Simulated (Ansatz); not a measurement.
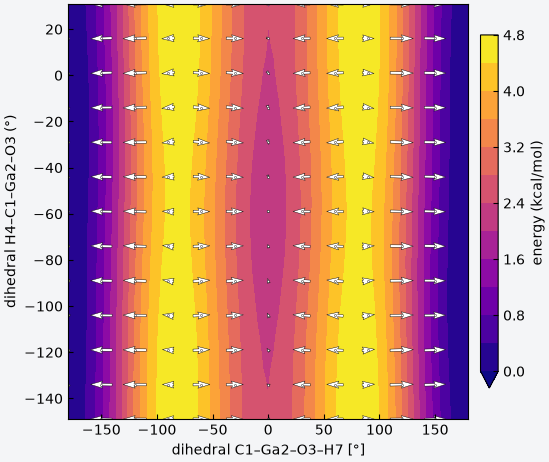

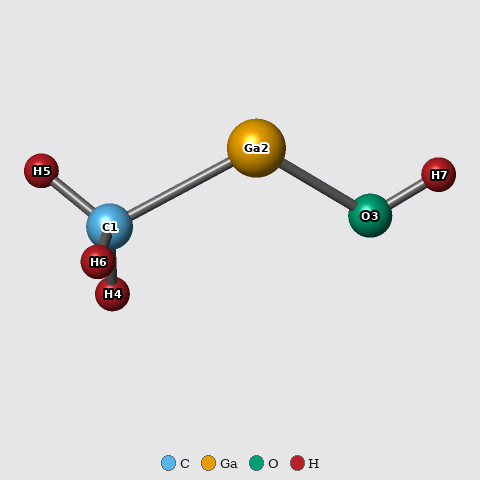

Energy landscape of CH₄GaO, SMILES [CH3][Ga][OH], spin multiplicity 2. Coordinates scanned: (1) dihedral C1–Ga2–O3–H7; (2) dihedral H4–C1–Ga2–O3. Nothing is relaxed (all other coordinates rigid). Grid: 12 × 13 points. All energies are given in kcal/mol relative to the lowest grid point. Theory: UKS PBE0-D4/def2-TZVP (Ansatz 0.2.0).

The picture shows filled contours, dots at the grid points, arrows along the force (downhill), their lengths compressed. Between grid points the surface is interpolated. The second picture is the structure at the lowest point.

Question: Describe this landscape.

Answer: The lowest grid point is at dihedral C1–Ga2–O3–H7 = −180°, dihedral H4–C1–Ga2–O3 = −14°. The same energy is found at dihedral C1–Ga2–O3–H7 = −180°, dihedral H4–C1–Ga2–O3 = −104°. Other grid points that lie below all their neighbours: dihedral C1–Ga2–O3–H7 = 0°, dihedral H4–C1–Ga2–O3 = −59° (2.18 kcal/mol higher). The highest grid point, dihedral C1–Ga2–O3–H7 = 90°, dihedral H4–C1–Ga2–O3 = 16°, lies 4.68 kcal/mol above the lowest.

The values on the grid:

```csv
"dihedral H4–C1–Ga2–O3 ↓, dihedral C1–Ga2–O3–H7 →",−180,−150,−120,−90,−60,−30,0,30,60,90,120,150
31,0.10,1.05,3.19,4.68,4.35,3.08,2.40,3.00,4.28,4.68,3.26,1.11
16,0.06,1.00,3.16,4.67,4.35,3.07,2.40,3.00,4.28,4.68,3.25,1.08
1,0.02,0.95,3.11,4.62,4.31,3.04,2.37,2.97,4.25,4.66,3.24,1.06
−14,0.00,0.92,3.06,4.56,4.25,2.98,2.32,2.93,4.20,4.62,3.21,1.04
−29,0.00,0.91,3.02,4.50,4.17,2.91,2.25,2.87,4.14,4.55,3.16,1.03
−44,0.01,0.93,3.02,4.46,4.11,2.85,2.20,2.83,4.10,4.49,3.10,1.00
−59,0.01,0.96,3.05,4.45,4.08,2.82,2.18,2.82,4.08,4.45,3.05,0.96
−74,0.01,1.00,3.10,4.49,4.10,2.83,2.20,2.85,4.11,4.46,3.02,0.93
−89,0.00,1.03,3.16,4.55,4.14,2.87,2.25,2.91,4.17,4.50,3.02,0.91
−104,0.00,1.04,3.21,4.62,4.20,2.93,2.32,2.98,4.25,4.56,3.06,0.92
−119,0.02,1.06,3.24,4.66,4.25,2.97,2.37,3.04,4.31,4.62,3.11,0.95
−134,0.05,1.08,3.25,4.68,4.28,3.00,2.40,3.07,4.35,4.67,3.16,1.00
−149,0.10,1.10,3.26,4.68,4.28,3.00,2.40,3.08,4.35,4.68,3.19,1.05
```

The whole map (156 points run) took 38 min on 1 thread of Arm Neoverse N1 (shared host).
